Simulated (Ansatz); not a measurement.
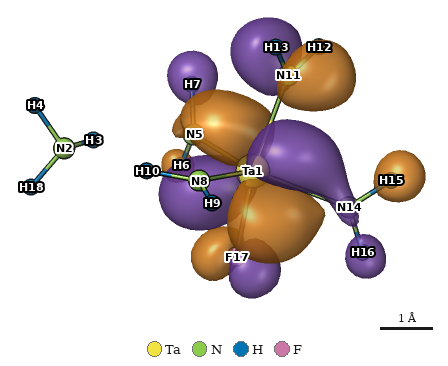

The picture shows: FH8N4Ta···NH3. The LUMO at ±0.08 Å⁻³ᐟ² (orange and purple are the two phases), seen at an oblique angle.

Core potentials replace the inner electrons of Ta.

Theory: RKS PBE/def2-SVP (Ansatz).

```xyz
18

Ta   -0.5469   -0.6071    0.1450
N     3.0673    0.3116   -0.3741
H     2.5100    0.2577    0.4996
H     3.5548    1.2170   -0.3555
N     0.5852   -0.0690    1.7648
H     0.9136   -0.7804    2.4287
H     0.5318    0.8422    2.2304
N     0.4624   -0.3792   -1.5225
H     0.2268   -0.6718   -2.4758
H     1.4704   -0.1008   -1.4207
N    -1.4311    1.2124    0.1744
H    -2.0703    1.5908    0.8828
H    -1.2714    1.9324   -0.5383
N    -2.3536   -1.4814   -0.0435
H    -3.2378   -0.9997   -0.2258
H    -2.5184   -2.4549    0.2346
F    -0.0321   -2.3878    0.7566
H     3.7980   -0.4076   -0.2886
```

> Describe this orbital and give its energy.

It lies mainly on Ta1 (about 60 %), N11 (about 15 %) and F17 (about 5 %). Its energy is −1.13 eV.
